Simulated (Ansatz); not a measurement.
## Fields on a plane of SrHfO3 (cubic perovskite)

```xyz
5
Lattice="4.0682 0.0000 0.0000 0.0000 4.0682 0.0000 0.0000 0.0000 4.0682" Properties=species:S:1:pos:R:3 pbc="T T T"
Sr     2.0341     2.0341     2.0341
Hf     0.0000     0.0000     0.0000
O      0.0000     2.0341     0.0000
O      2.0341     0.0000     0.0000
O      0.0000     0.0000     2.0341
```

The slice is a {210} plane (indices of the conventional cell) through the point (0.500, 0.500, 0.500) (fractional), spanned by u = [100] and v = [021] in vectors of this cell: u (4.07 Å) and v (9.10 Å, at 90° to u). It covers one period; positions are fractions (u, v).

Atoms on it: Sr at (0.00, 0.00); O at (0.50, 0.50). Other atoms lie within 1 Å of the plane.

The numbers are results of LDA (plane waves to 420 eV, PAW, scalar-relativistic; Ansatz, an electronic-structure program), not measurements. k mesh 8×8×8. Inside the PAW spheres the values are not all-electron values, and peaks at nuclei hang on which shells count as valence. Spin-orbit coupling is left out, though Hf is heavy. SrHfO3 is run without spin polarisation. SrHfO3 was relaxed with its symmetry unable to fall.

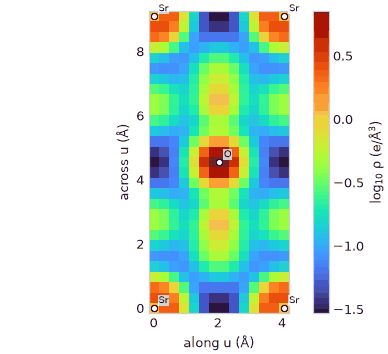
Figure. Log₁₀ of the valence density in e/Å³, one period of the plane, atoms marked. The scale is logarithmic, as a density can span decades between atoms and voids.

```
|xx779988110000000011889977|
|99999944000000000000449999|
|88774400001122221100004477|
|11000000114455554411000000|
|00000000225566665522000000|
|33221100113333333311001122|
|66552200001111111100002255|
|88774411001122221100114477|
|77774411001133331100114477|
|66553300000011110000003355|
|22221100112233332211001122|
|00000011668899998866110000|
|000000448899xxxx9988440000|
|000011559988xxxx8899551100|
|000000448899xxxx9988440000|
|00000011668899998866110000|
|22221100112233332211001122|
|66553300000011110000003355|
|77774411001133331100114477|
|88774411001122221100114477|
|66552200001111111100002255|
|33221100113333333311001122|
|00000000225566665522000000|
|11000000114455554411000000|
|88774400001122221100004477|
|99999944000000000000449999|
|xx779988110000000011889977|
|xxxx99992200000000229999xx|
```
Scale: ten equal steps from 0.01 (start of '0') to 0.87 (end of '9'), in the order '0123456789'. Values: electron localisation function (ELF). The map has 13 points along u (two characters each, u = 0 at the left) and 28 along v (v = 0 in the bottom row). Points within 0.4 Å of a nucleus are blanked (x), as the pseudised field means little there.
